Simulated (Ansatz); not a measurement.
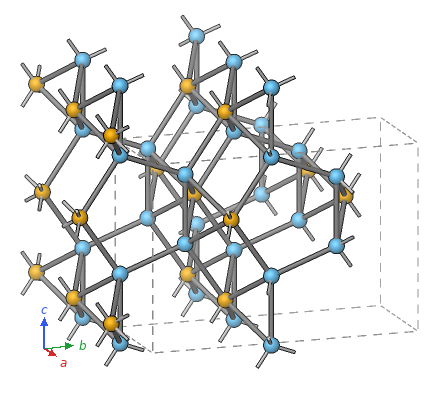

A cut-out of a periodic net derived from a crystal structure. Nodes are coloured by topological kind. Short stubs are edges that leave the cut-out.

**Classify the net: periodicity, connectivity, name.**

A binodal (5,6)-connected, three-periodic net.

**Give point symbol and coordination sequence of each kind of node.**

5-connected node: 3^2.4^3.5^3.6^2, sequence 5, 17, 34, 60, 94, 133; 6-connected node: 3^2.4^4.5^5.6^2.7^2, sequence 6, 14, 36, 62, 90, 132.

The net was derived as follows. YbTiAl₂ (space group Cmcm, No. 63). Coordinates: coordinates from a relaxation (final pressure about 8.8 GPa) with DFT, PAW plane waves, pbe (Ansatz 0.2.0); the starting structure was generated, so it need not be a known form of this composition. Bonds are taken as Al–Al below 3 Å and Al–Ti below 3 Å; Yb is left out of the net, as the electropositive filling of the structure. Simplification: prune 0- and 1-connected atoms, fold 2-connected ones into links. Al is a 5-connected node; Ti is a 6-connected node, in the ratio 2:1.
